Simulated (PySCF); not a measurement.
Excited-state calculation of C$_{5}$H$_{2}$BrClOS

System: C$_{5}$H$_{2}$BrClOS, SMILES O=C(Cl)c1cc(Br)cs1.
Method: TDDFT CAM-B3LYP/def2-SVPD, vertical, gas phase, core orbitals frozen in the response (PySCF 2.14.0).

The geometry comes from this level: PBE0-D3(BJ)/def2-SVP.

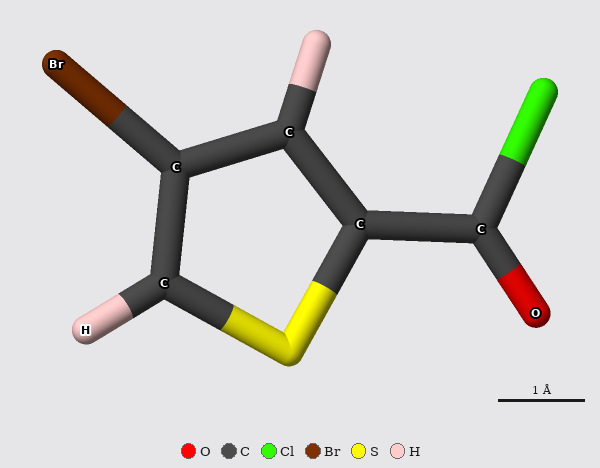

Fig. 1: The input geometry (stick view, seen at a tilt).

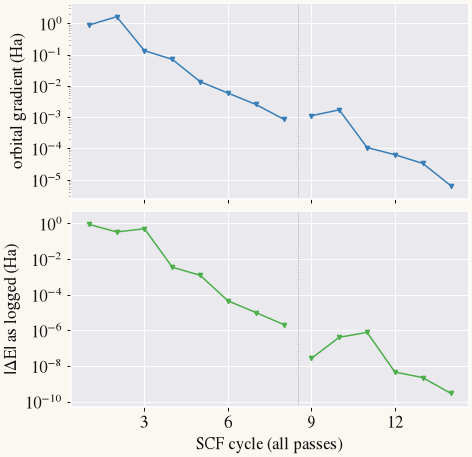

Fig. 2: Convergence of the self-consistent field: orbital gradient and size of the energy change against the SCF cycle. The dotted line marks the change from a coarse to the final integration grid. The first 8 cycles use a coarse grid, the final grid takes over at cycle 9, and the field converges after 14 cycles in all.

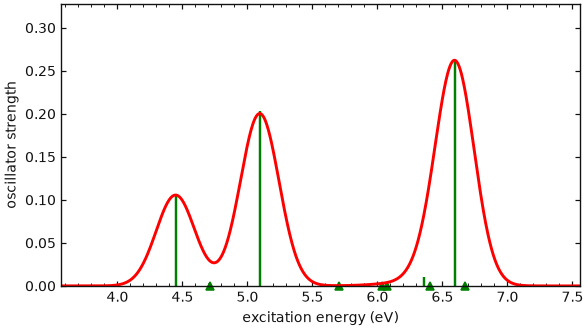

Fig. 3: Computed excitations as sticks (degenerate states added up, dark ones marked on the axis), with a Gaussian envelope of 0.35 eV full width at half maximum, scaled to the tallest. Of the 10 states the lowest lies at 4.45 eV (f = 0.107); the strongest line is at 6.60 eV, or 188 nm (f = 0.262).

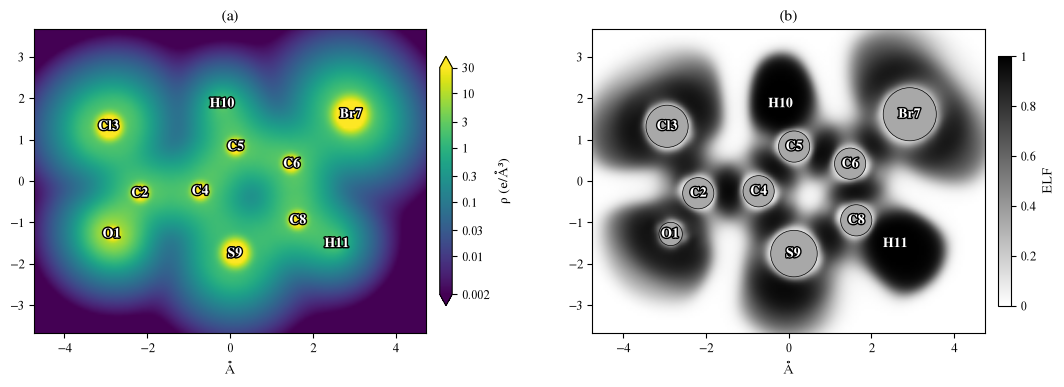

Fig. 4: (a) total electron density; (b) electron localisation function on the molecular plane. Grey discs, where drawn, cover atomic cores. Atoms in the plane: O, C, Cl, Br, S and H. C–O (1.19 Å): ρ is about 3.5 e/Å³ halfway; the ELF peaks at about 0.85 between the atoms (a double or triple bond). C–C (1.38 Å): ρ at the midpoint is about 2.1 e/Å³; the ELF peaks at about 0.95 between the atoms, which marks a shared electron pair. C–Br (1.87 Å): ρ is about 1.2 e/Å³ halfway; the ELF peaks at about 0.90 between the atoms (localised, shared-pair bonding).

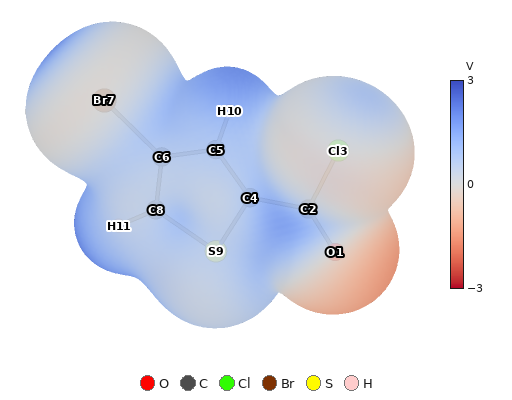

Fig. 5: The electrostatic potential painted on the density surface at 0.004 e/bohr³, seen at a tilt; red is negative and blue positive.

These pictures come from the run below.

### Input file
```
{"job": {"kind": "uv", "xc": "CAM-B3LYP", "basis": "def2-SVPD", "ip": true, "dynamic": true}, "charge": 0, "multiplicity": 1}
O      2.161142    -1.590411     1.601999
C      1.912128    -0.730292     0.820059
Cl     3.210884     0.241824     0.079550
C      0.579392    -0.348623     0.362738
C      0.189197     0.617759    -0.539880
C     -1.216688     0.646721    -0.692293
Br    -2.103962     1.832217    -1.836792
C     -1.865136    -0.285388     0.086302
S     -0.772822    -1.209535     1.015289
H      0.888303     1.269613    -1.061809
H     -2.938411    -0.460554     0.147546
```

The first line tells a small driver script what to run in PySCF; the rest is the geometry in Å.

Command:
```bash
OMP_NUM_THREADS=1 python <driver script> task.json out
```

### The program's output
```
coarse grid: 55992 points
cycle   1  E = -3698.5904492780  dE =  8.885e-01  |g| = 8.780e-01  |ddm| = 7.573e+00
cycle   2  E = -3698.2544175609  dE =  3.360e-01  |g| = 1.637e+00  |ddm| = 4.096e+00
cycle   3  E = -3698.7599789985  dE = -5.056e-01  |g| = 1.336e-01  |ddm| = 2.676e+00
cycle   4  E = -3698.7634905242  dE = -3.512e-03  |g| = 7.027e-02  |ddm| = 4.379e-01
cycle   5  E = -3698.7647222011  dE = -1.232e-03  |g| = 1.366e-02  |ddm| = 1.520e-01
cycle   6  E = -3698.7647673328  dE = -4.513e-05  |g| = 5.880e-03  |ddm| = 4.765e-02
cycle   7  E = -3698.7647773441  dE = -1.001e-05  |g| = 2.549e-03  |ddm| = 2.219e-02
cycle   8  E = -3698.7647794604  dE = -2.116e-06  |g| = 8.627e-04  |ddm| = 7.337e-03
final grid: 114560 points
cycle   9  E = -3698.7647643989  dE = -2.660e-08  |g| = 1.110e-03  |ddm| = 7.176e-03
cycle  10  E = -3698.7647639917  dE =  4.073e-07  |g| = 1.710e-03  |ddm| = 6.280e-03
cycle  11  E = -3698.7647647550  dE = -7.633e-07  |g| = 1.064e-04  |ddm| = 4.009e-03
cycle  12  E = -3698.7647647595  dE = -4.526e-09  |g| = 6.267e-05  |ddm| = 2.877e-04
cycle  13  E = -3698.7647647617  dE = -2.205e-09  |g| = 3.306e-05  |ddm| = 2.869e-04
cycle  14  E = -3698.7647647620  dE = -2.929e-10  |g| = 6.490e-06  |ddm| = 7.980e-05
converged SCF energy = -3698.7647647620

Static polarisability (au): isotropic 116.574, principal 69.642 124.174 155.906

Singlet excitations
state   eV       nm        f      main configurations
  1   4.4469    278.8   0.10699   H->L 0.95
  2   4.7086    263.3   0.00009   H-3->L 0.67, H-2->L 0.20
  3   5.0945    243.4   0.20302   H-1->L 0.96
  4   5.7027    217.4   0.00016   H->L+1 0.86
  5   6.0384    205.3   0.00148   H-5->L 0.56, H-2->L 0.34
  6   6.0712    204.2   0.00029   H-2->L 0.39, H-5->L 0.35, H-3->L 0.20
  7   6.3602    194.9   0.01050   H-4->L 0.69, H-6->L 0.16
  8   6.4034    193.6   0.00055   H->L+2 0.73
  9   6.5956    188.0   0.26226   H->L+3 0.44, H-6->L 0.31, H-4->L 0.15
 10   6.6767    185.7   0.00029   H-1->L+2 0.40, H-1->L+1 0.34

Triplet excitations (Tamm-Dancoff, eV): 3.1303 3.6425 4.2962 5.1637
Vertical ionisation energy (delta-SCF) = 9.4242 eV
Vertical electron affinity (delta-SCF) = 1.0781 eV
```

### Key numbers

- outcome: converged
- total energy: −3698.764765 hartree
- HOMO: −8.76 eV
- LUMO: −1.64 eV
- dipole moment: 2.82 D
- mean polarisability: 116.57 a.u.
- vertical ionisation energy: 9.42 eV
- vertical electron affinity: 1.08 eV
- lowest singlet excitation: 4.45 eV
- hardware: 1 CPU thread, shared host
- wall time: 3.9 min
- peak memory: 1.2 GiB

### Notes

Spin–orbit coupling is left out, which matters for the heavy atoms.
